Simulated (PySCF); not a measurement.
**C$_{2}$H$_{7}$ClOSi$_{3}$: density, localisation and related maps**

The calculation's input:

```
{"job": {"kind": "nmr", "xc": "PBE0", "basis": "pcSseg-1"}, "charge": 0, "multiplicity": 1}
C      2.479491     1.863530     0.434821
C      2.118261     0.729192     0.259508
Si     1.507837    -1.013880     0.065131
Cl     2.942605    -2.212933     0.894351
Si    -0.510254    -1.363590     1.128616
O     -1.594459    -0.415893     0.383292
Si    -2.296169     0.885034    -0.278547
H      2.807206     2.853946     0.575961
H      1.587446    -1.255728    -1.384826
H     -0.532347    -0.989628     2.548267
H     -1.070388    -2.711058     0.979632
H     -3.307151     0.338431    -1.178837
H     -1.255102     1.631553    -0.983826
H     -2.877654     1.660552     0.814316
```

Command:

```sh
OMP_NUM_THREADS=1 python probes_run.py task.json out
```

Geometry: GFN2-xTB.

Computed with PBE0/pcSseg-1, SCF density, gas phase, non-relativistic (PySCF).

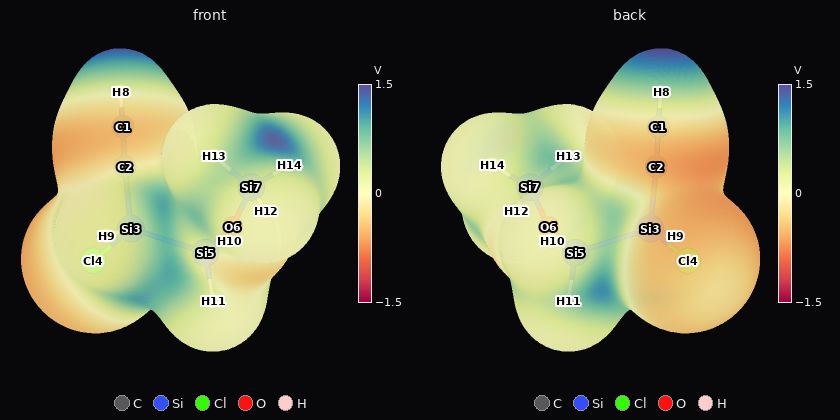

Figure 1. The electrostatic potential painted on the density surface at 0.001 e/bohr³, seen from the front and from behind; the colour scale runs from red (negative) to blue (positive).

Q: Which sites attract a positive test charge, and which a negative one?

A: A positive charge is drawn to the negative regions and a negative charge to the positive ones. The most negative region (about −0.7 V) lies over C1, C2 and Cl4, the most positive (about +1.4 V) over Si7 and H8.

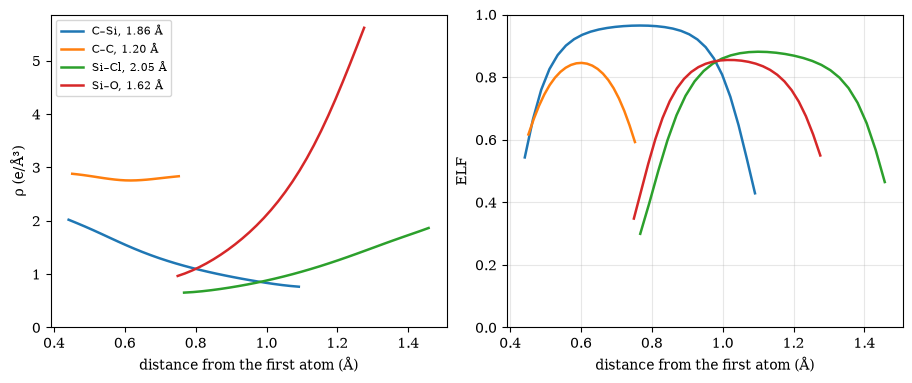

Figure 2. Total electron density and ELF along straight lines between neighbouring atoms. The curves leave out the atomic cores.

Q: What kind of bonding do the profiles show?

A: C–Si (1.86 Å): ρ at the midpoint is about 0.92 e/Å³; the ELF peaks at about 0.95 between the atoms; localised, covalent bonding.
C–C (1.20 Å): ρ at the midpoint is about 2.8 e/Å³; the ELF peaks at about 0.85 between the atoms: a multiple bond.
Si–Cl (2.05 Å): the density is about 0.92 e/Å³ at the midpoint; the ELF peaks at about 0.90 between the atoms: a polar covalent bond.
Si–O (1.62 Å): ρ at the midpoint is about 1.1 e/Å³; the ELF peaks at about 0.85 between the atoms: a polar covalent bond.
